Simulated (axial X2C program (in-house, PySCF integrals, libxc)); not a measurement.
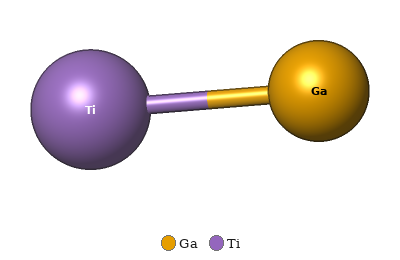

*The molecule at the reference distance of 2.470 Å.*

Relativistic diatomic calculation, with input and output: GaTi

GaTi, single determinant with Ω = 9/2 (not the lowest found). Computed at this level: PBE0, two-component X2C with atomic mean-field Coulomb and Gaunt terms, Ga dyall-cv3z, Ti dyall-cv3z (cores contracted) (axial X2C program (in-house, PySCF integrals, libxc)).

Results in brief:

- outcome: converged
- bond length rₑ: 2.466 Å
- ωₑ: 262.4 cm⁻¹
- energy at the minimum: −2796.41755 hartree
- depth below the fragments: 1.36 eV
- hardware: 1 thread of Arm Neoverse V2, 24 GiB of memory available, shared host
- wall time: 12 s
- peak memory: 0.56 GiB

Notes:

To bear in mind: 6 of the 10 points asked for were kept.

Input:
```
{"zs": [31, 22], "q": 0, "bas": ["dyall-cv3z", "dyall-cv3z"], "levels": ["PBE0", "HF", "M06"], "cc": true, "r0": 2.6, "thr": -1.0, "nmax": 90, "npts": 10, "nst": 2, "ntry": 6}
```

The line is the task of a batch: nuclear charges, charge, bases, the levels to run, a first guess of the distance and further settings. This report covers PBE0 with spin-orbit coupling. The log is that of the reference distance 2.47 Å, started from orbitals converged before.

Launched within a batch (the task file carries these settings):
```bash
python <driver script> task.json out
```

Log:
```
two-component X2C + atomic mean field  PBE0
basis functions 224  fitting functions 1278  grid points 5802
iter        total energy     max residual
   1      -2796.417545483     1.17e-05
   2      -2796.417545488     1.45e-05
converged
one-electron -4170.24454348  Coulomb 1346.66043427  exact exchange -28.95536266  xc functional -89.15437347  nuclear repulsion 146.11289791  atomic mean-field constant -0.83659806
```

The points of the curve:

| R (Å) | E (hartree) | dipole (D; origin at the first atom, positive when the second is positive) | highest filled (eV) | lowest empty (eV) |
| --- | --- | --- | --- | --- |
| 2.322 | −2796.414231 | 2.68 | −4.60 | −1.87 |
| 2.396 | −2796.416832 | 2.77 | −4.47 | −1.91 |
| 2.470 | −2796.417545 | 2.84 | −4.35 | −1.94 |
| 2.556 | −2796.416601 | 2.90 | −4.22 | −1.97 |
| 2.643 | −2796.414284 | 2.94 | −4.10 | −1.99 |
| 2.754 | −2796.410032 | 2.96 | −3.95 | −2.03 |

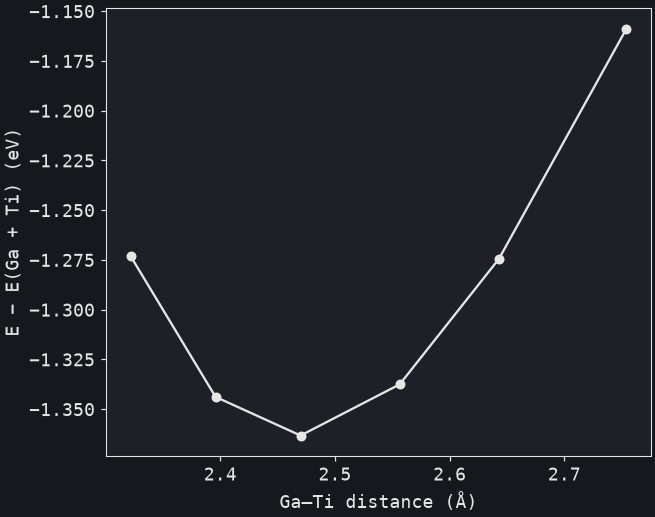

*Energy at 6 bond lengths, for one set of occupations held fixed; the line joins the points.*

A polynomial of degree 4 through 6 points gives rₑ = 2.466 Å, ωₑ = 262.4 cm⁻¹, ωₑxₑ = 1.1 cm⁻¹ and Bₑ = 0.09800 cm⁻¹. The minimum lies 1.36 eV below Ga + Ti, each computed as one determinant at the same level.

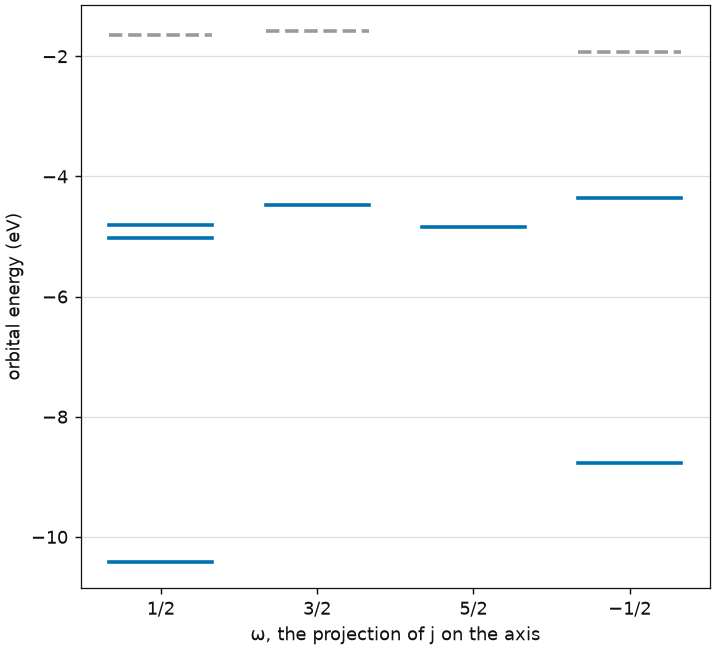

*Orbital energies near the frontier at 2.47 Å, filled (solid) and empty (dashed).*

The highest filled spinor (−1/2; 48 % Ti d, 38 % Ga p) lies at −4.35 eV, the lowest empty one (−1/2; 44 % Ti s, 43 % Ga p) at −1.94 eV.
